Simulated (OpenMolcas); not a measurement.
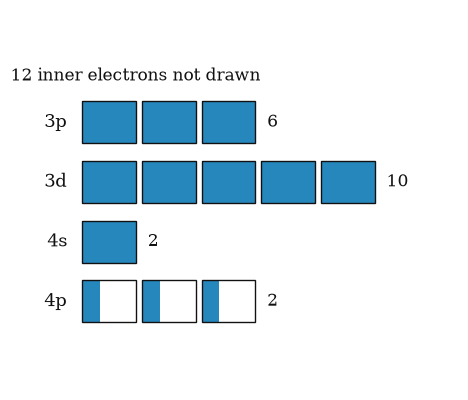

**Figure 1.** The outer shells of the leading configuration of the lowest level: a box for each of the 2l + 1 orbitals, shaded by the share of the shell that is filled, with the electron count at the right.

Br³⁺: multiconfigurational calculation

System: Br³⁺.
Method: state-averaged SS-CASPT2, IPEA shift 0.25, imaginary shift 0.1 hartree, closed shells 3d 4s correlated, active space 2 electrons in the shell 4p, basis ANO-R1, X2C scalar Hamiltonian, spin-orbit coupling by RASSI with atomic mean-field integrals (OpenMolcas).

Output (extracts):
```
--- CASPT2 ---
Orbital specifications:
      -----------------------

      Symmetry species                           1   2
                                                ag  au
      Frozen orbitals                            3   6
      Inactive orbitals                          6   0
      Active orbitals                            0   3
      Secondary orbitals                        11  10
      Deleted orbitals                           0   0
      Number of basis functions                 20  19
Type of calculation                        MS-CASPT2
      Fock operator                              state-specific
      IPEA shift                                 0.25
      Real shift                                 0.00
      Imaginary shift                            0.10
      The input orbitals will be transformed to quasi-canonical
Reference energy:       -2602.0663538717
      E2 (Non-variational):      -0.3810215452
      Shift correction:          -0.0001136013
      E2 (Variational):          -0.3811351466
      Total energy:           -2602.4474890183
      Residual norm:              0.0000003421
      Reference weight:           0.95944
      Contributions to the CASPT2 correlation energy
      Active & Virtual Only:         -0.0052216981
      One Inactive Excited:          -0.0533521412
      Two Inactive Excited:          -0.3224477059
Reference energy:       -2602.0663538717
      E2 (Non-variational):      -0.3810215452
      Shift correction:          -0.0001136013
      E2 (Variational):          -0.3811351466
      Total energy:           -2602.4474890183
      Residual norm:              0.0000003421
      Reference weight:           0.95944
      Contributions to the CASPT2 correlation energy
      Active & Virtual Only:         -0.0052216981
      One Inactive Excited:          -0.0533521412
      Two Inactive Excited:          -0.3224477059
::    CASPT2 Root  1     Total energy:  -2602.44748902
::    CASPT2 Root  2     Total energy:  -2602.44748902
::    CASPT2 Root  3     Total energy:  -2602.44748902
::    MS-CASPT2 Root  1     Total energy:  -2602.44748902
::    MS-CASPT2 Root  2     Total energy:  -2602.44748902
::    MS-CASPT2 Root  3     Total energy:  -2602.44748902
--- CASPT2 ---
Orbital specifications:
      -----------------------

      Symmetry species                           1   2
                                                ag  au
      Frozen orbitals                            3   6
      Inactive orbitals                          6   0
      Active orbitals                            0   3
      Secondary orbitals                        11  10
      Deleted orbitals                           0   0
      Number of basis functions                 20  19
Type of calculation                        MS-CASPT2
      Fock operator                              state-specific
      IPEA shift                                 0.25
      Real shift                                 0.00
      Imaginary shift                            0.10
      The input orbitals will be transformed to quasi-canonical
Reference energy:       -2602.0019118265
      E2 (Non-variational):      -0.3865369840
      Shift correction:          -0.0001362900
      E2 (Variational):          -0.3866732740
      Total energy:           -2602.3885851005
      Residual norm:              0.0000001772
      Reference weight:           0.95611
      Contributions to the CASPT2 correlation energy
      Active & Virtual Only:         -0.0069490016
      One Inactive Excited:          -0.0570447104
      Two Inactive Excited:          -0.3225432720
Reference energy:       -2602.0019118265
      E2 (Non-variational):      -0.3863672255
      Shift correction:          -0.0001353224
      E2 (Variational):          -0.3865025479
      Total energy:           -2602.3884143744
      Residual norm:              0.0000001572
      Reference weight:           0.95625
      Contributions to the CASPT2 correlation energy
      Active & Virtual Only:         -0.0069490765
      One Inactive Excited:          -0.0570226186
      Two Inactive Excited:          -0.3223955304
::    CASPT2 Root  1     Total energy:  -2602.38858510
::    CASPT2 Root  2     Total energy:  -2602.38841437
::    CASPT2 Root  3     Total energy:  -2602.38888197
::    CASPT2 Root  4     Total energy:  -2602.38838843
::    CASPT2 Root  5     Total energy:  -2602.38889275
::    CASPT2 Root  6     Total energy:  -2602.30654711
::    MS-CASPT2 Root  1     Total energy:  -2602.38901052
::    MS-CASPT2 Root  2     Total energy:  -2602.38891934
::    MS-CASPT2 Root  3     Total energy:  -2602.38870842
::    MS-CASPT2 Root  4     Total energy:  -2602.38835367
::    MS-CASPT2 Root  5     Total energy:  -2602.38826382
::    MS-CASPT2 Root  6     Total energy:  -2602.30645397
```

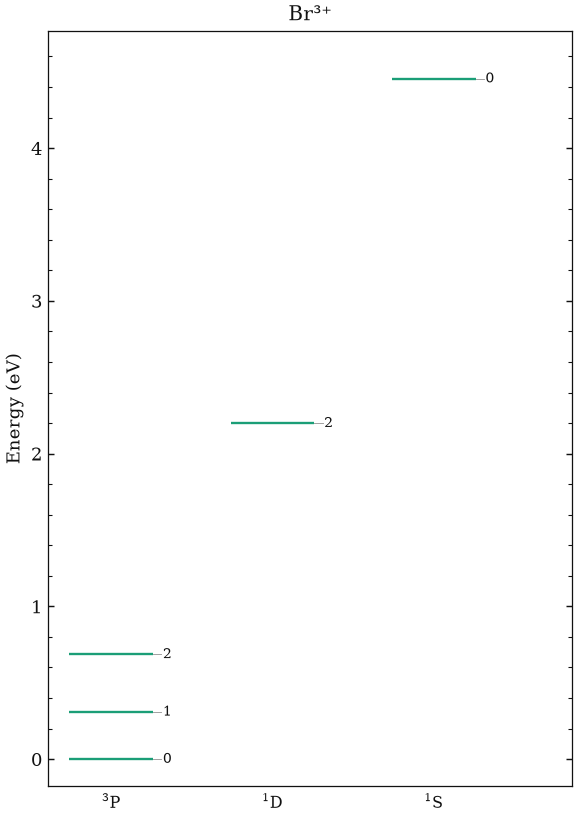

**Figure 2.** Level diagram of Br³⁺ (bromine, Z = 35). The lowest level is 4p² ³P₀. The first excited level, 4p² ³P₁, lies at 0.310 eV. The ground term spreads over 0.686 eV in the order J = 0, 1, 2, a normal multiplet. All levels drawn have even parity, so no electric dipole line joins them. The leading LS term holds 97 % of a level on average. Spin-orbit coupling puts the ground level 0.531 eV below the lowest spin-free term.

| Configuration | Level | E (eV) | Landé g |
| --- | --- | --- | --- |
| 4p² | ³P₀ | 0 | – |
| 4p² | ³P₁ | 0.3096 | 1.501 |
| 4p² | ³P₂ | 0.6861 | 1.479 |
| 4p² | ¹D₂ | 2.199 | 1.022 |
| 4p² | ¹S₀ | 4.454 | – |

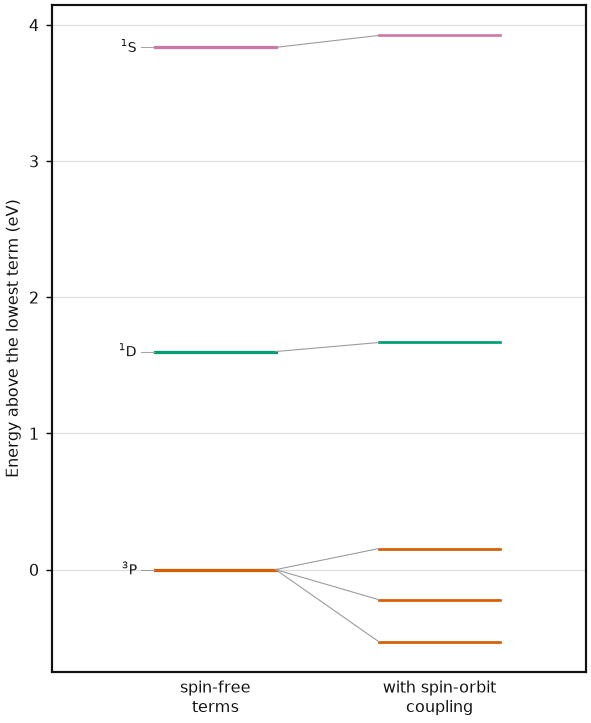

**Figure 3.** Terms of Br IV (Br³⁺) without and with spin-orbit coupling; the J values are left off. ³P (at 0) splits over 0.686 eV into J = 0, 1, 2 from the bottom up (normal); ¹D (at 1.60 eV) gives the one level J = 2; ¹S (at 3.84 eV) gives the one level J = 0. The ground level lies 0.531 eV below the lowest term.

Input:
```
&GATEWAY
Coord
1

Br 0.0 0.0 0.0
Basis=ANO-R1
Group=XYZ
NoMove
AngMom=0.0 0.0 0.0
AMFI
&SEWARD
&RASSCF
FileOrb=start.orb
Symmetry=1
Spin=3
nActEl=2 0 0
Inactive=9 6
Ras2=0 3
CIRoot=3 3 1
SDav=3
CIMx=300
Iter=120 100
PrWF=0.3
OrbListing=Nothing
MaxOrb=0
Atom
>>> COPY $Project.JobIph JOB001
&RASSCF
FileOrb=start.orb
Symmetry=1
Spin=1
nActEl=2 0 0
Inactive=9 6
Ras2=0 3
CIRoot=6 6 1
SDav=6
CIMx=300
Iter=120 100
PrWF=0.3
OrbListing=Nothing
MaxOrb=0
Atom
>>> COPY $Project.JobIph JOB002
&RASSI
NrOfJobIphs=2 3 6
1 2 3
1 2 3 4 5 6
IphNames
JOB001
JOB002
EJob
SpinOrbit
DIPRint=1.0
SOCoupling=1000.0
Subsets=2
MEES
Property=10
'ANGMOM' 1 'ANGMOM' 2 'ANGMOM' 3 'MLTPL  1' 1 'MLTPL  1' 2 'MLTPL  1' 3
'AMFI' 1 'AMFI' 2 'AMFI' 3 'MLTPL  2' 6
SOProperty=3
'ANGMOM' 1 'ANGMOM' 2 'ANGMOM' 3
>>> COPY JOB001 $Project.JobIph
&CASPT2
Multistate=3 1 2 3
Frozen=3 6
IPEA=0.25
Imaginary=0.1
MaxIter=60
WThr=0.0 0.3 0.05
PrWF=0.5
NoMix
>>> COPY JOB002 $Project.JobIph
&CASPT2
Multistate=6 1 2 3 4 5 6
Frozen=3 6
IPEA=0.25
Imaginary=0.1
MaxIter=60
WThr=0.0 0.3 0.05
PrWF=0.5
NoMix
```

The file start.orb holds starting orbitals from an earlier step. A driver script formed the levels outside the program, from RASSI's spin-orbit matrix and the CASPT2 energies (for multi-state variants, the effective Hamiltonian), averaged over the components of each term or state. The log and the time are those of the CASPT2 step.

Key numbers:

- outcome: converged
- lowest level: 4p² ³P₀
- first excited level: 4p² ³P₁, 2,497 cm⁻¹
- energy of the lowest spin-free term: −2602.44749 hartree
- energy of the lowest spin-orbit level: −2602.46701 hartree
- CASPT2 correlation energy: −0.3811 hartree
- largest spread among components of a term: 110.7 cm⁻¹
- lowest reference weight: 0.948
- hardware: 1 CPU thread, shared host
- wall time: 0.93 s

Remarks:

The components of ¹D, which symmetry makes degenerate, are split by 111 cm⁻¹ in CASPT2. This is an artefact; the levels of such states rest on averages and are uncertain by about as much. The run is of multi-state type; this report uses its single-state energies. Limits: small basis contracted for the neutral atom, rough for a high charge; closed s shell leaves the highest p terms too high; only configurations of the active space are included.
